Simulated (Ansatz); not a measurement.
# RPA@PBE0/6-31G(d) (spherical functions) run of CH4ClGeO (SMILES [CH3][Ge]([OH])[Cl])

What is the vertical ionisation energy of CH4ClGeO at RPA@PBE0/6-31G* (spherical functions)? 

Program for the calculation: Ansatz 0.2.0.

122 further runs of the same task are left out: 122 set aside as unsound or not needed.

**1. The structure to begin with**

CH4ClGeO: 8 atoms, total charge 0, spin state doublet. As SMILES, `[CH3][Ge]([OH])[Cl]`. The shape is that of a PBE0-D4/def2-TZVP optimisation. This is one conformer, not always the lowest.

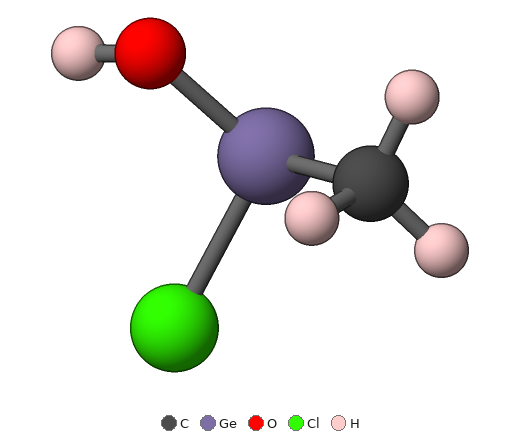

The structure, seen from a chosen angle (carbon dark grey, germanium purple, oxygen red, chlorine green, hydrogen pink).

**2. The energy at RPA@PBE0/6-31G(d) (spherical functions)**

Input file in.yaml:

```yaml
crystal:
  periodic: [false, false, false]
  atoms:
    - {symbol: C, position_ang: [0.070000, 1.235100, -0.045900]}
    - {symbol: Ge, position_ang: [-0.661500, -0.553500, 0.272700]}
    - {symbol: O, position_ang: [0.714600, -1.504600, 0.880000]}
    - {symbol: Cl, position_ang: [-1.247100, -1.432100, -1.639400]}
    - {symbol: H, position_ang: [0.419500, 1.652400, 0.898100]}
    - {symbol: H, position_ang: [0.906900, 1.122600, -0.737600]}
    - {symbol: H, position_ang: [-0.694800, 1.876200, -0.480900]}
    - {symbol: H, position_ang: [0.584600, -2.453200, 0.797100]}
basis:
  gaussian:
    orbitals: 6-31G_st_-spherical.json
magnetization:
  spin_polarized: true
  initial_magnetization: 1
hamiltonian:
  xc: pbe0
correlation:
  method: rpa
  frozen_orbitals: {C: 1, Cl: 5, Ge: 9, H: 0, O: 1}
accuracy: high
```

The basis set 6-31G* is read from a file made from the Basis Set Exchange's data (not shown).

Run with:

```console
$ ansatz run in.yaml --threads 1 --pin off --max-ram 3480MiB --events-out events.jsonl --progress --plain --runs-dir runs
```

Standard output:

```text
Warning: RAYON_NUM_THREADS=1 ignored (pool sized by the plan → 1); use --threads N
Functional definition: PBE0
  name "PBE0"
  parameter a = 0.25
  parameter kappa = 0.804
  parameter beta = 0.06672455060314922
  exchange = (1 - a)*pbe_x(kappa = kappa, mu = beta*pi^2/3) + a*exact_x
  correlation = pbe_c(beta = beta)
1884 factors; integrals over basis functions are off by at most 7.8e-9 eV
mean field evaluation 1: about -72160.9449 eV, gradient 4.2e1 eV
mean field evaluation 2: about -72160.9574 eV, gradient 4.2e1 eV
mean field evaluation 4: about -72167.1981 eV, gradient 1.4e1 eV
mean field evaluation 8: about -72168.0685 eV, gradient 2.4e-1 eV
mean field evaluation 16: about -72168.0688 eV, gradient 2.5e-4 eV
mean field -72168.06880310 eV, -2652.1276112399 hartree, gradient 2.3e-8 eV, S^2 0.752497; 0 other end points of the search recorded, 0 dependent functions left out
16 core orbitals not correlated: weight in the atoms' cores, before any rotation towards them, 1.000 or more for the frozen orbitals, at most 0.000 for the correlated occupied ones
reference -72100.16178134 eV, -2649.6320742192 hartree; 18, 17 occupied and 52, 53 virtual orbitals, 1884 factors
Total energy: -72125.25048868 eV, -2650.5540672082 hartree
```

Wall time 26 s (1 thread of Arm Neoverse V2, shared host); peak memory 0.48 GiB.

**3. The singlet cation at the same level**

Input file input.yaml:

```yaml
crystal:
  periodic: [false, false, false]
  atoms:
    - {symbol: C, position_ang: [0.070000, 1.235100, -0.045900]}
    - {symbol: Ge, position_ang: [-0.661500, -0.553500, 0.272700]}
    - {symbol: O, position_ang: [0.714600, -1.504600, 0.880000]}
    - {symbol: Cl, position_ang: [-1.247100, -1.432100, -1.639400]}
    - {symbol: H, position_ang: [0.419500, 1.652400, 0.898100]}
    - {symbol: H, position_ang: [0.906900, 1.122600, -0.737600]}
    - {symbol: H, position_ang: [-0.694800, 1.876200, -0.480900]}
    - {symbol: H, position_ang: [0.584600, -2.453200, 0.797100]}
basis:
  gaussian:
    orbitals: 6-31G_st_-spherical.json
total_charge: 1
hamiltonian:
  xc: {name: PBE0}
correlation:
  method: rpa
  frozen_orbitals: {C: 1, Cl: 5, Ge: 9, H: 0, O: 1}
accuracy: high
```

The basis set 6-31G* is read from a file made from the Basis Set Exchange's data (not shown).

Run with:

```console
$ ansatz run input.yaml --threads 1 --pin off --max-ram 3480MiB --events-out events.jsonl --progress --plain --runs-dir runs
```

Standard output (excerpt; [...] marks lines left out):

```text
Warning: RAYON_NUM_THREADS=1 ignored (pool sized by the plan → 1); use --threads N
[... 2 set-up lines as earlier in the session ...]
[...]
1882 factors; integrals over basis functions are off by at most 7.8e-9 eV
[...]
mean field -72159.65875887 eV, -2651.8185478151 hartree, gradient 1.9e-8 eV, S^2 0.000000; 0 other end points of the search recorded, 0 dependent functions left out
16 core orbitals not correlated: weight in the atoms' cores, before any rotation towards them, 1.000 or more for the frozen orbitals, at most 0.000 for the correlated occupied ones
reference -72091.68740251 eV, -2649.3206465414 hartree; 17, 17 occupied and 53, 53 virtual orbitals, 1882 factors
Total energy: -72117.16078128 eV, -2650.2567759446 hartree
```

Run time: 18 s. Hardware: 1 thread of Arm Neoverse V2, shared host; peak memory 0.32 GiB.

**4. Outcome**

Level: RPA@PBE0/6-31G* (spherical functions), 16 core orbitals frozen.

| quantity | value |
| --- | --- |
| doublet CH4ClGeO: total energy | -2650.55407 Eh |
| doublet CH4ClGeO: RPA correlation energy (valence) | -922.0 mEh |
| doublet CH4ClGeO: ⟨S²⟩ of the reference determinant | 0.752 |
| singlet cation: total energy | -2650.25678 Eh |
| singlet cation: RPA correlation energy (valence) | -936.1 mEh |
| vertical ionisation energy (to the singlet cation) | 8.090 eV |

What this shows: Removing an electron at fixed nuclei costs 8.09 eV (187 kcal/mol). Only the singlet of the ionised species was computed; a triplet could lie lower.
